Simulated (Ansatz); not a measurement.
# AsH (triplet): from Hartree-Fock to the top rungs, aug-cc-pVTZ

How much of the correlation energy of AsH (triplet) does each wave-function method recover here?

The runs use Ansatz 0.2.0, Gaussian basis; aug-cc-pVTZ, core rule «outside noble gas», up to 14 orbitals frozen.

The runs, in order: UHF; CCSD(T) on ROHF; CCSD(T) on UHF; BCCD(T) on ROHF; CCSDT(Q) on ROHF; CCSDT(Q) on UHF; CASSCF and MRCISD+Q, 6 electrons in 5 orbitals; CASSCF and MRCISD+Q(relaxed), 6 electrons in 5 orbitals; CASSCF and NEVPT2, 6 electrons in 5 orbitals.

5 further runs of the same task are left out: 1 that didn't finish, 4 set aside as unsound or not needed.

## Step 1: What is computed

The geometry is a PBE0/def2-TZVP stationary point (not a proven minimum) of the parent state, kept for this charge and spin. No spin-orbit coupling is included. The filled d shell of As may be among the frozen orbitals whatever the setting's name suggests; the logs give the count.

2 atoms, charge 0, spin multiplicity 3.

Atoms are counted from 1 here; the program's logs count them from 0.

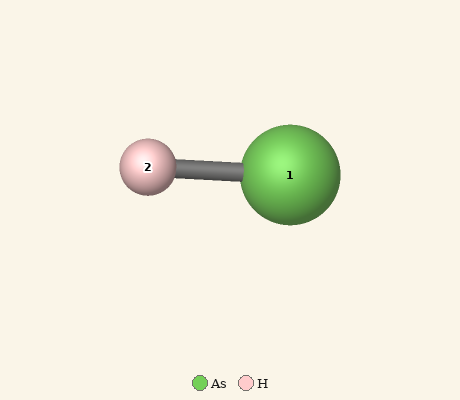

The geometry (arsenic green, hydrogen pink); atoms are numbered from 1 in the order of the file.

## Step 2: UHF

The input, in.yaml:

```yaml
crystal:
  periodic: [false, false, false]
  atoms:
    - {symbol: As, position_ang: [0.000000, 0.000000, 0.000000]}
    - {symbol: H, position_ang: [0.000000, 0.000000, 1.529400]}
basis:
  gaussian: {orbitals: aug-cc-pVTZ}
magnetization: {spin_polarized: true, initial_magnetization: 2}
hamiltonian: {xc: hf}
output: {orbitals: {seedname: orbitals}}
```

The run is started by

```bash
> ansatz run in.yaml --threads 1 --pin off --events-out ev --progress --plain --max-ram 3956MiB --backend cpu
```

Further steps of the session: CCSD(T) on ROHF; CCSD(T) on UHF; BCCD(T) on ROHF; CCSDT(Q) on ROHF; CCSDT(Q) on UHF; CASSCF and MRCISD+Q, 6 electrons in 5 orbitals; CASSCF and MRCISD+Q(relaxed), 6 electrons in 5 orbitals; CASSCF and NEVPT2, 6 electrons in 5 orbitals.

Q: Predict the results of all the runs planned. Wanted: UCCSDT(Q) below the RHF energy; RMP2 from UCCSDT(Q); UMP2 from UCCSDT(Q); RCCSD from UCCSDT(Q); RCCSD(T) from UCCSDT(Q); UCCSD(T) from UCCSDT(Q); RCCSDT(Q) from UCCSDT(Q); NEVPT2 valence from UCCSDT(Q); MRCISD+Q valence from UCCSDT(Q).

The runs gave:

| quantity | value |
| --- | --- |
| UCCSDT(Q) below the RHF energy | -3.5201 eV |
| RMP2 from UCCSDT(Q) | +670.7 meV |
| UMP2 from UCCSDT(Q) | +692.0 meV |
| RCCSD from UCCSDT(Q) | +144.8 meV |
| RCCSD(T) from UCCSDT(Q) | +32.9 meV |
| UCCSD(T) from UCCSDT(Q) | +23.5 meV |
| RCCSDT(Q) from UCCSDT(Q) | +9.7 meV |
| NEVPT2 valence from UCCSDT(Q) | +678.3 meV |
| MRCISD+Q valence from UCCSDT(Q) | +22.7 meV |
| MRCISD+Q(relaxed) valence from UCCSDT(Q) | +14.5 meV |
| levels within 1 kcal/mol (43 meV) | RCCSD(T), UCCSD(T), BCCD(T), RCCSDT, UCCSDT, RCCSDT(Q), MRCISD+Q valence, MRCISD+Q(relaxed) valence |
| T1 diagnostic | 0.020 |
| effectively unpaired electrons | 2.01 |

RCCSD(T) misses by +32.9 meV, 0.9 % of the correlation energy. One determinant dominates. Of the multireference levels listed MRCISD+Q(relaxed) valence comes nearest in total energy (+14.5 meV), which doesn't show that its space is the better one. These misses are within one basis, not against nature; the frozen cores of restricted and unrestricted runs differ, which can shift their rows.
